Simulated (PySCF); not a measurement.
# C8H12: magnetic properties

Aim: compute the magnetic properties of C8H12 (`CCC=C1CC=CC1`).

Computed with PySCF 2.14.0 and routines of our own; the level stands in each step. Atoms count from 0.

## 1. The starting structure

20 atoms, charge 0, multiplicity 1; geometry from: GFN2-xTB.

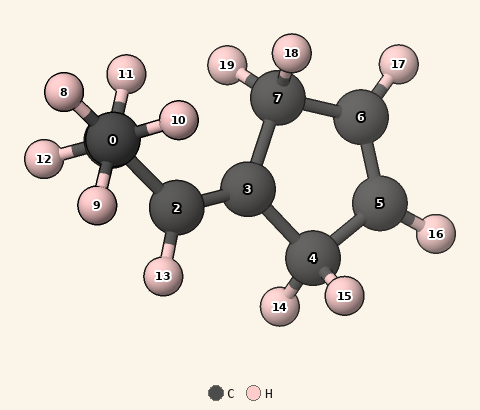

The starting geometry (carbon dark grey, hydrogen pink).

## 2. Magnetic properties: GIAO B3LYP/pcSseg-1

The job: settings as JSON, then the geometry in Å.

```
{"job": {"kind": "mag", "xc": "B3LYP", "basis": "pcSseg-1", "isotopologues": 2}, "charge": 0, "multiplicity": 1}
C      2.966286     0.359663    -0.197873
C      1.887515    -0.719170    -0.095072
C      0.673358    -0.341698    -0.887067
C     -0.532996    -0.104919    -0.395116
C     -1.739549     0.277901    -1.221250
C     -2.826851     0.427213    -0.202545
C     -2.398091     0.184018     1.023558
C     -0.944016    -0.174851     1.056439
H      3.853216     0.067946     0.360465
H      3.248360     0.518876    -1.236530
H      2.596831     1.300442     0.204602
H      1.625646    -0.873093     0.952119
H      2.288605    -1.659888    -0.485086
H      0.836384    -0.245580    -1.953734
H     -1.984210    -0.494072    -1.957290
H     -1.575098     1.208004    -1.773665
H     -3.828722     0.702349    -0.484908
H     -2.985956     0.225228     1.924574
H     -0.374393     0.526587     1.673327
H     -0.791467    -1.174275     1.475046
```

Level: GIAO B3LYP/pcSseg-1 magnetisability, rotational g tensor and spin-rotation constants, non-relativistic, gas phase.

The run is started by

```bash
OMP_NUM_THREADS=1 python excited_run.py task.json out
```

The driver reads the jobs from task.json and runs them one after another.

The log of the run:

```text
coarse grid: 16128 points
cycle   1  E = -311.8668850122  dE =  9.805e-01  |g| = 5.141e-01  |ddm| = 4.094e+00
cycle   2  E = -311.8477109925  dE =  1.917e-02  |g| = 5.874e-01  |ddm| = 1.131e+00
cycle   3  E = -311.9415157121  dE = -9.380e-02  |g| = 3.758e-02  |ddm| = 6.317e-01
cycle   4  E = -311.9417758058  dE = -2.601e-04  |g| = 1.549e-02  |ddm| = 5.642e-02
cycle   5  E = -311.9418044274  dE = -2.862e-05  |g| = 1.144e-02  |ddm| = 2.409e-02
cycle   6  E = -311.9418364050  dE = -3.198e-05  |g| = 1.955e-03  |ddm| = 1.107e-02
cycle   7  E = -311.9418372891  dE = -8.841e-07  |g| = 2.291e-04  |ddm| = 1.573e-03
final grid: 154128 points
cycle   8  E = -312.0087712307  dE = -5.598e-05  |g| = 6.907e-03  |ddm| = 3.716e-02
cycle   9  E = -312.0087665264  dE =  4.704e-06  |g| = 8.148e-03  |ddm| = 1.429e-02
cycle  10  E = -312.0087839004  dE = -1.737e-05  |g| = 5.190e-04  |ddm| = 7.950e-03
cycle  11  E = -312.0087839266  dE = -2.618e-08  |g| = 3.941e-04  |ddm| = 7.932e-04
cycle  12  E = -312.0087839647  dE = -3.807e-08  |g| = 6.027e-05  |ddm| = 3.676e-04
cycle  13  E = -312.0087839655  dE = -8.241e-10  |g| = 2.100e-05  |ddm| = 8.084e-05
converged SCF energy = -312.0087839655

Magnetisability tensor (1e-30 J/T^2)
    -1195.97      -73.27      -13.18
      -73.27    -1401.14      -34.47
      -13.18      -34.47    -1089.32
isotropic -1228.81   principal values   -1428.62  -1172.53  -1085.27
isotropic susceptibility -74.000 1e-6 cm^3/mol

Inertial axes            a          b          c
rot. const./GHz      5.3019     1.1080     0.9864
chi total           -71.267    -65.459    -85.275
chi diamagnetic    -358.404  -1233.812  -1377.815
chi paramagnetic    287.136   1168.353   1292.540
quadrupole/D A        0.813      2.969     -3.782
g nuclear            0.6701     0.5950     0.5983
g electronic        -0.7152    -0.6082    -0.5989
g total             -0.0451    -0.0131    -0.0006

Spin-rotation constants (kHz, H = +C I.J)
atom  isotope        aa         bb         cc
  8     1H       -0.127     -0.070     -0.107
  9     1H       -0.494      0.010     -0.113
 10     1H       -0.444     -0.122     -0.008
 11     1H       -0.486      0.032     -0.115
 12     1H       -0.379     -0.113     -0.006
 13     1H       -0.485      0.101     -0.115
 14     1H       -0.556     -0.040     -0.018
 15     1H       -0.561     -0.049     -0.010
 16     1H        0.431     -0.095     -0.111
 17     1H       -0.087      0.017     -0.114
 18     1H       -0.403     -0.061     -0.031
 19     1H       -0.520     -0.070     -0.000
  0    13C*       0.759      0.172      0.141
  1    13C*       0.929      0.184      0.160
  2    13C*       1.717      0.539      0.170
  3    13C*       1.889      0.541      0.193
  4    13C*       0.858      0.220      0.205
  5    13C*       2.621      0.360      0.174
  6    13C*       2.547      0.367      0.175
  7    13C*       0.912      0.213      0.184
* in the singly substituted isotopologue

Isotopologues: g along a, b, c
2H    at 8,9,10,11,12,1    -0.0337    -0.0111    -0.0006
13C   at 0                 -0.0448    -0.0128    -0.0007
```

It took 35 s on 1 thread of Arm Neoverse V1, shared host; peak memory 0.87 GiB.

From this job:

```tsv
quantity	value
magnetisability	-1229·10⁻³⁰ J/T²
molar susceptibility	-74.0·10⁻⁶ cm³/mol
rotational g (a, b, c)	-0.0451, -0.0131, -0.0006
```

## 3. Magnetic properties: GIAO HCTH407/cc-pVDZ

The job, as its differences from that of step 2:

```diff
@@ -1,2 +1,2 @@
-{"job": {"kind": "mag", "xc": "B3LYP", "basis": "pcSseg-1", "isotopologues": 2}, "charge": 0, "multiplicity": 1}
+{"job": {"kind": "mag", "xc": "HCTH407", "basis": "cc-pVDZ"}, "charge": 0, "multiplicity": 1}
 C      2.966286     0.359663    -0.197873
```

With the program's defaults for keys left out, this is: GIAO HCTH407/cc-pVDZ magnetisability, rotational g tensor and spin-rotation constants, non-relativistic, gas phase.

The log of the run:

```text
coarse grid: 16128 points
cycle   1  E = -311.9226983885  dE =  7.711e-01  |g| = 6.321e-01  |ddm| = 8.897e+00
cycle   2  E = -311.8033921473  dE =  1.193e-01  |g| = 9.149e-01  |ddm| = 3.344e+00
cycle   3  E = -312.0455436890  dE = -2.422e-01  |g| = 5.622e-02  |ddm| = 1.901e+00
cycle   4  E = -312.0463173885  dE = -7.737e-04  |g| = 1.750e-02  |ddm| = 1.260e-01
cycle   5  E = -312.0463493359  dE = -3.195e-05  |g| = 1.394e-02  |ddm| = 4.705e-02
cycle   6  E = -312.0463967936  dE = -4.746e-05  |g| = 4.473e-03  |ddm| = 2.384e-02
cycle   7  E = -312.0464019583  dE = -5.165e-06  |g| = 7.268e-04  |ddm| = 7.337e-03
final grid: 154128 points
cycle   8  E = -312.0540205325  dE = -1.114e-04  |g| = 1.220e-02  |ddm| = 1.311e-01
cycle   9  E = -312.0539756952  dE =  4.484e-05  |g| = 1.769e-02  |ddm| = 5.823e-02
cycle  10  E = -312.0540627407  dE = -8.705e-05  |g| = 9.858e-04  |ddm| = 3.403e-02
cycle  11  E = -312.0540628795  dE = -1.387e-07  |g| = 7.309e-04  |ddm| = 2.529e-03
cycle  12  E = -312.0540630256  dE = -1.461e-07  |g| = 9.405e-05  |ddm| = 1.104e-03
cycle  13  E = -312.0540630274  dE = -1.779e-09  |g| = 4.548e-05  |ddm| = 2.050e-04
cycle  14  E = -312.0540630279  dE = -5.069e-10  |g| = 1.169e-05  |ddm| = 8.257e-05
converged SCF energy = -312.0540630279

Magnetisability tensor (1e-30 J/T^2)
    -1160.28      -76.04      -10.88
      -76.04    -1388.85      -37.73
      -10.88      -37.73    -1064.41
isotropic -1204.51   principal values   -1416.22  -1137.30  -1060.03
isotropic susceptibility -72.537 1e-6 cm^3/mol

Inertial axes            a          b          c
rot. const./GHz      5.3019     1.1080     0.9864
chi total           -69.129    -63.902    -84.581
chi diamagnetic    -356.096  -1231.440  -1376.136
chi paramagnetic    286.967   1167.538   1291.556
quadrupole/D A        0.494      2.540     -3.033
g nuclear            0.6701     0.5950     0.5983
g electronic        -0.7148    -0.6077    -0.5985
g total             -0.0447    -0.0127    -0.0002

Spin-rotation constants (kHz, H = +C I.J)
atom  isotope        aa         bb         cc
  8     1H       -0.117     -0.070     -0.107
  9     1H       -0.495      0.011     -0.113
 10     1H       -0.440     -0.122     -0.007
 11     1H       -0.481      0.035     -0.114
 12     1H       -0.370     -0.112     -0.005
 13     1H       -0.477      0.102     -0.114
 14     1H       -0.554     -0.039     -0.016
 15     1H       -0.559     -0.048     -0.008
 16     1H        0.436     -0.094     -0.111
 17     1H       -0.087      0.019     -0.114
 18     1H       -0.399     -0.059     -0.028
 19     1H       -0.518     -0.068      0.003
  0    13C*       0.658      0.149      0.122
  1    13C*       0.821      0.164      0.142
  2    13C*       1.557      0.471      0.149
  3    13C*       1.726      0.477      0.174
  4    13C*       0.735      0.197      0.185
  5    13C*       2.273      0.327      0.151
  6    13C*       2.215      0.332      0.152
  7    13C*       0.785      0.189      0.166
* in the singly substituted isotopologue
```

Run time: 42 s. Hardware: 1 thread of Arm Neoverse V1, shared host; peak memory 0.65 GiB.

In short:

```tsv
quantity	value
magnetisability	-1205·10⁻³⁰ J/T²
molar susceptibility	-72.5·10⁻⁶ cm³/mol
rotational g (a, b, c)	-0.0447, -0.0127, -0.0002
```

## 4. The levels compared

```tsv
level	ξ (10⁻³⁰ J/T²)	g(a)	g(b)	gap (eV)	functions	time
GIAO B3LYP/pcSseg-1	-1229	-0.0451	-0.0131	6.50	196	35 s
GIAO HCTH407/cc-pVDZ	-1205	-0.0447	-0.0127	4.93	172	42 s
```

## 5. Results

```
                                            quantity                      value
       magnetisability (step 2, GIAO B3LYP/pcSseg-1)           -1229·10⁻³⁰ J/T²
  molar susceptibility (step 2, GIAO B3LYP/pcSseg-1)         -74.0·10⁻⁶ cm³/mol
rotational g (a, b, c) (step 2, GIAO B3LYP/pcSseg-1)  -0.0451, -0.0131, -0.0006
                     magnetisability over the levels  -1229 to -1205·10⁻³⁰ J/T²
```

What this shows: The magnetisability spreads by 2.0 % over 2 levels of like cost. Two levels can agree by chance, so this spread shows no convergence. Vibrational averaging and real surroundings are missing from these values.
